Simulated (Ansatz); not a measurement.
**BrH5Si3 (SMILES [SiH3][SiH2][Si]Br): density, localisation and related maps**

Input file:

```
crystal:
  periodic: [false, false, false]
  atoms:
    - symbol: Br
      position_ang: [-3.768186, -0.960412, -1.072786]
    - symbol: Si
      position_ang: [0.136645, 0.038108, -0.824926]
    - symbol: Si
      position_ang: [-0.599779, -1.944485, -1.856348]
    - symbol: Si
      position_ang: [-2.648320, -1.397023, -2.995156]
    - symbol: H
      position_ang: [1.548930, -0.089886, -0.350704]
    - symbol: H
      position_ang: [0.065784, 1.166703, -1.805929]
    - symbol: H
      position_ang: [-0.753593, 0.352805, 0.331884]
    - symbol: H
      position_ang: [0.454060, -2.433454, -2.804807]
    - symbol: H
      position_ang: [-0.828282, -2.986438, -0.803453]
basis:
  gaussian:
    orbitals: def2-TZVPD
hamiltonian:
  xc: {name: PBE0}
output: {forces: true, orbitals: {seedname: orbitals}}
```

Launched as:

```sh
ansatz run input.yaml --threads 2 --pin off --max-ram 4350MiB --events-out events.jsonl --progress --plain --runs-dir runs
```

Geometry: PBE0-D3(BJ)/def2-SVP.

The calculation used Ansatz 0.2.0, isolated molecule in a Gaussian basis; Kohn-Sham density functional theory, functional PBE0.

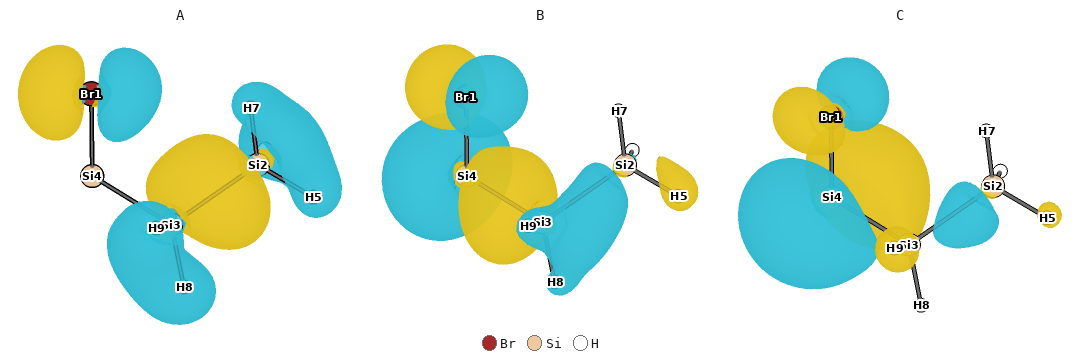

Figure 1. Three frontier orbitals at ±0.08 Å⁻³ᐟ² (yellow and cyan are the two phases), in no order.

Q: Which picture is the HOMO−1, the HOMO and the LUMO?

A: A is the HOMO−1 (−8.44 eV). By Hirshfeld shares it lies mainly on Si3 (about 30 %), Si2 (about 30 %) and Br1 (about 20 %). B is the HOMO (−6.48 eV). It lies mainly on Si4 (about 50 %), Si3 (about 20 %) and Br1 (about 15 %). C is the LUMO (−3.35 eV). By Hirshfeld shares it lies mainly on Si4 (about 70 %) and Br1 (about 15 %).

Q: What is the HOMO–LUMO gap?

A: 3.13 eV between the orbital energies.

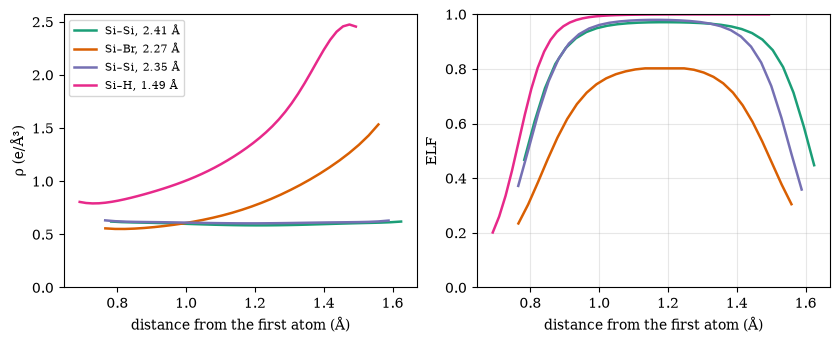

Figure 2. Total electron density and electron localisation function along straight lines between neighbouring atoms. The curves leave out the atomic cores.

Q: What can be read from the curves?

A: Si–Si (2.41 Å): ρ at the midpoint is about 0.58 e/Å³; the ELF peaks at about 1 between the atoms; localised, covalent bonding.
Si–Br (2.27 Å): ρ is about 0.7 e/Å³ halfway, with its minimum of 0.55 e/Å³ about 0.8 Å from Si; the ELF peaks at about 0.80 between the atoms; a shared but strongly polarised pair.
Si–Si (2.35 Å): ρ at the midpoint is about 0.6 e/Å³; the ELF peaks at about 1 between the atoms; a shared electron pair.
Si–H (1.49 Å): ρ is about 0.79 e/Å³ halfway; the ELF climbs to about 1 towards the hydrogen, as it does in any bond to H.

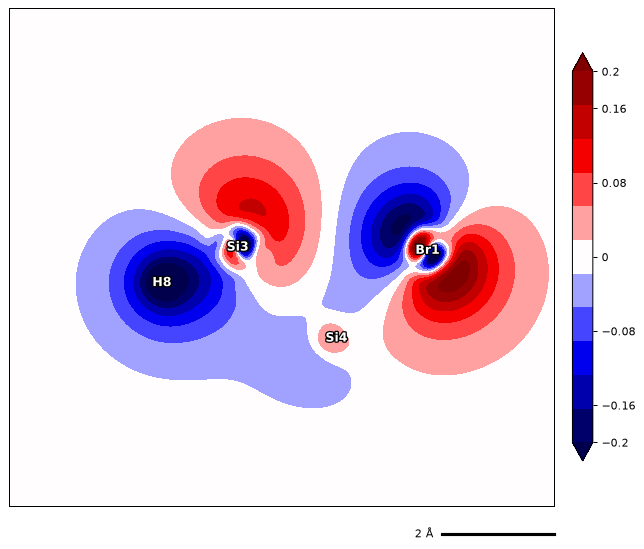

Figure 3. The HOMO−1 on the plane of atoms Br1, Si4 and Si3 (values in Å⁻³ᐟ²; the overall sign is arbitrary).

Q: What is the character of this orbital?

A: It lies mainly on Si3 (about 30 %), Si2 (about 30 %) and Br1 (about 20 %). Its energy is −8.44 eV.
